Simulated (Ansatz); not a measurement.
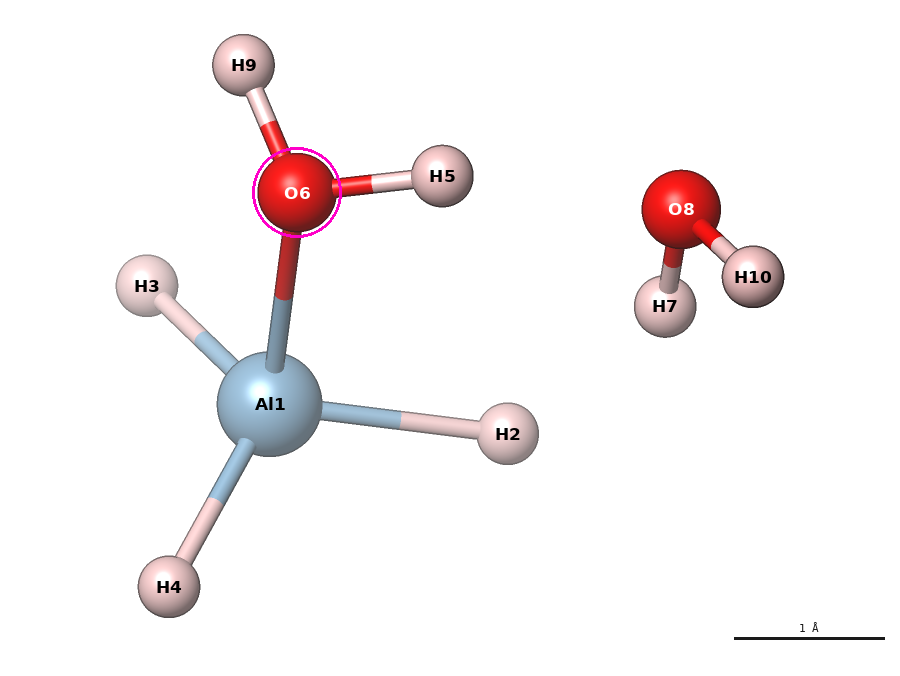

Orthographic view. Atoms fade into the background with distance from the viewer. Computed geometry: PBE0-D4/def2-TZVP optimisation.

**Which atoms are bonded to the circled atom?**

The circled atom is O6; it is bonded to Al1, H5, H9.

**Which two atoms are farthest apart in space?**

H3 and H10, 5.22 Å.

**Of Al1 and O6, which is nearer the viewer?**

O6; the bond to Al1 points away from the viewer, so it looks shorter than its 1.96 Å.

**Which atom is nearest the viewer?**

H10, 1.4 Å in front of the mean position.
